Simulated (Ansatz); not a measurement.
**C$_{4}$H$_{9}$B (SMILES CBC1CC1): density, localisation and related maps**

Input file:

```
crystal:
  periodic: [false, false, false]
  atoms:
    - { symbol: C, position_ang: [1.9647, 0.7824, -0.1563] }
    - { symbol: B, position_ang: [0.9982, -0.3826, 0.3227] }
    - { symbol: C, position_ang: [-0.394, -0.632, -0.4173] }
    - { symbol: C, position_ang: [-1.5915, -0.8396, 0.4968] }
    - { symbol: C, position_ang: [-1.4161, 0.4807, -0.2324] }
    - { symbol: H, position_ang: [1.4604, 1.7622, -0.0281] }
    - { symbol: H, position_ang: [2.2204, 0.636, -1.226] }
    - { symbol: H, position_ang: [2.8944, 0.7671, 0.449] }
    - { symbol: H, position_ang: [1.3438, -1.1157, 1.1825] }
    - { symbol: H, position_ang: [-0.4403, -1.1319, -1.4077] }
    - { symbol: H, position_ang: [-2.3888, -1.4849, 0.071] }
    - { symbol: H, position_ang: [-1.4, -0.777, 1.5903] }
    - { symbol: H, position_ang: [-2.1171, 0.6142, -1.0834] }
    - { symbol: H, position_ang: [-1.134, 1.3213, 0.4387] }
basis:
  gaussian:
    orbitals: def2-SVPD
hamiltonian:
  xc: r2scan
  dispersion: d3bj
output:
  orbitals: {}
```

Launched as:

```sh
python run_energy.py
```

The calculation used Ansatz, SCF r2SCAN, Gaussian basis.

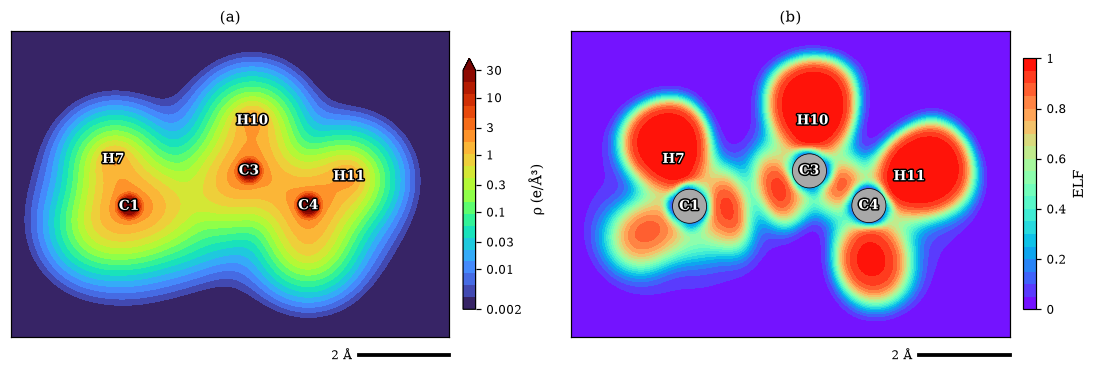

Figure 1. (a) total electron density; (b) ELF on the plane of atoms C4, C3 and H10. Grey discs cover the atomic cores in the ELF map.

**Read the bonding off the picture.**

The section cuts through C and H sites.
C–C (1.52 Å): ρ is about 1.5 e/Å³ halfway; the ELF peaks at about 0.85 between the atoms, as expected for a covalent bond.
C–H (1.11 Å): ρ at the midpoint is about 1.8 e/Å³; the ELF climbs to about 1 towards the hydrogen, as it does in any bond to H (a covalent bond by its length).

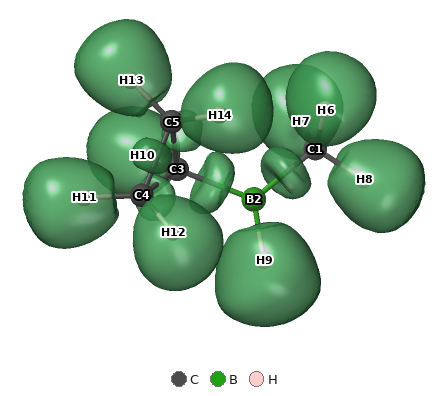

Figure 2. Isosurface of the ELF at 0.8 (green), seen at a tilt. Only the valence region is drawn (cores and ρ < 0.01 e/Å³ removed).

**What do the ELF domains correspond to?**

The surface consists of two regions between bonded B–C atoms (shared pairs), three regions between bonded C–C atoms (shared pairs) and nine regions around hydrogen nuclei. Along the contacts the grid gives the following. C–B (1.59 Å): the ELF peaks at about 1 between the atoms; a covalent bond.

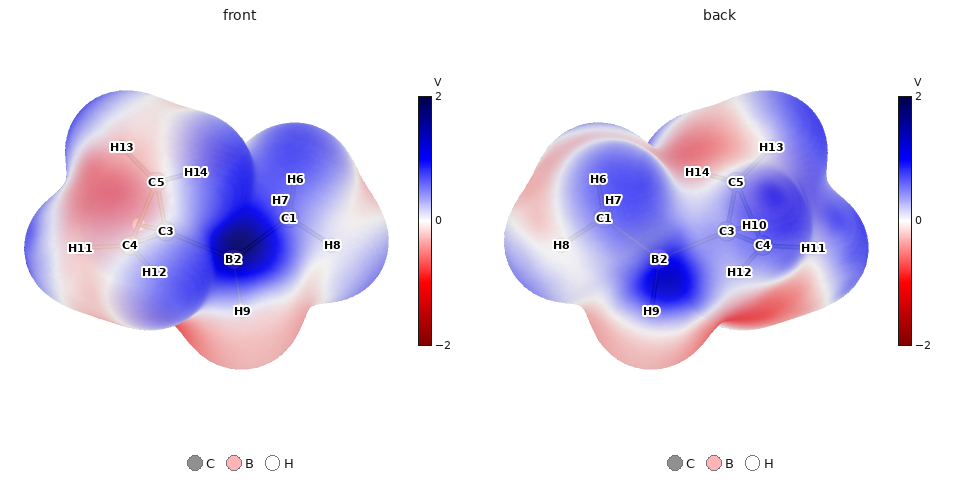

Figure 3. The electrostatic potential painted on the density surface at 0.002 e/bohr³, seen from the front and from behind; red is negative and blue positive.

**Describe the electrostatic potential map.**

The most negative region (about −0.7 V) lies over C3 and C4, the most positive (about +1.7 V) over B2.
